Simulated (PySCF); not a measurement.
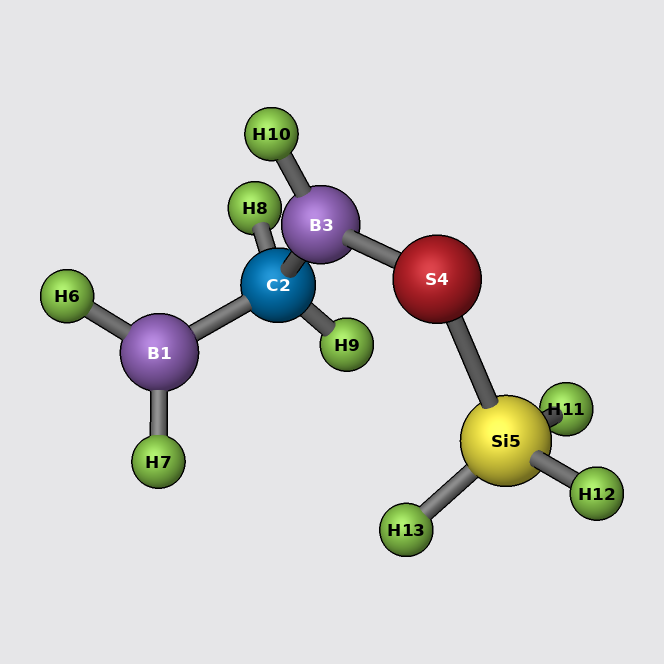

The geometry was computed by an optimisation with PBE0-D3(BJ)/def2-SVP. No frequency run is at hand to confirm it as a minimum. Properties computed with GIAO OPBE/pcSseg-1 NMR shielding, non-relativistic, gas phase (PySCF 2.14.0). Principal shieldings σ11 ≤ σ22 ≤ σ33, span Ω = σ33 − σ11, skew κ = 3(σiso − σ22)/Ω.

Give the shielding tensors of the Si atoms.

| atom | σ11 | σ22 | σ33 | σiso | Ω | κ |
| --- | --- | --- | --- | --- | --- | --- |
| Si5 | 384.0 | 401.3 | 461.2 | 415.5 | 77.2 | 0.55 |

Shieldings and span in ppm.
